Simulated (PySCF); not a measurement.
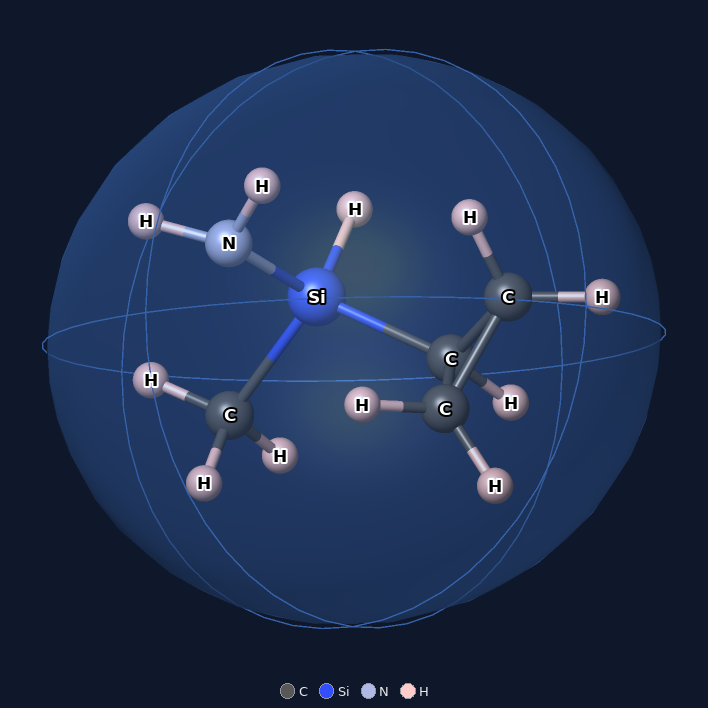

The ellipsoid shows the static dipole polarisability: its half-axes are proportional to the principal values. The geometry was computed by an optimisation with GFN2-xTB. No frequency run is at hand to confirm it as a minimum. Method: PBE0/def2-SVPD (PySCF 2.14.0).

### Give the principal values, the mean and the anisotropy.

Principal values 73.7, 75.8, 89.8 bohr³; mean 79.8 bohr³ (11.82 Å³); anisotropy 15.2 bohr³, so the longest axis is 1.22 times the shortest.

The geometry is semi-empirical. Around Si such bond lengths and angles can be off by a tenth of an ångström or more and by several degrees, and values that hang on the shape move with them.
